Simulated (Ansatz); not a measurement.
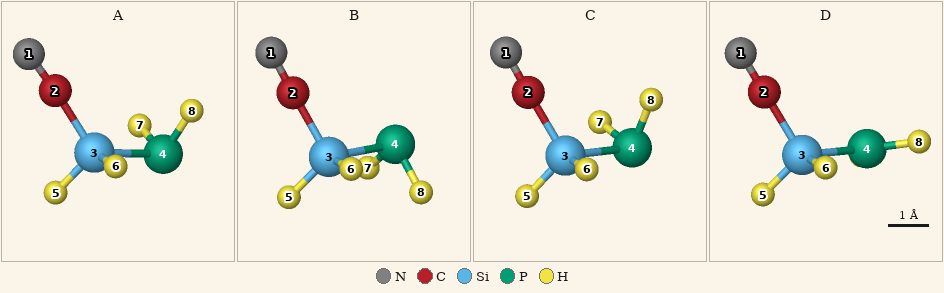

4 geometries from a converged minimum-energy path of CH4NPSi, shuffled. The picture is a ball-and-stick view, seen from a free direction.

Level of theory: RKS CAM-B3LYP-D4/def2-SVP in Ansatz. Set-up: 5 movable images; climbing image; force threshold 0.05 eV/Å; iteration limit 60; starting path by image-dependent pair potential.

> Which frame is the transition state?

D. In order along the path, whose images run from 0 to 6: B (image 1, +0.5 kcal/mol), D (image 3, +24.5 kcal/mol), A (image 5, +0.7 kcal/mol), C (image 6, −0.4 kcal/mol). The motion is an umbrella inversion at P4. No bond forms or breaks between the ends. Among the angles between lasting bonds that change up to the highest image: Si3–P4–H7 93.4° → 123.7°, Si3–P4–H8 92.7° → 121.9°.

The run took 73 s on 2 threads of AMD EPYC 9R14 (Zen 4) (shared host), peak memory 0.21 GiB.
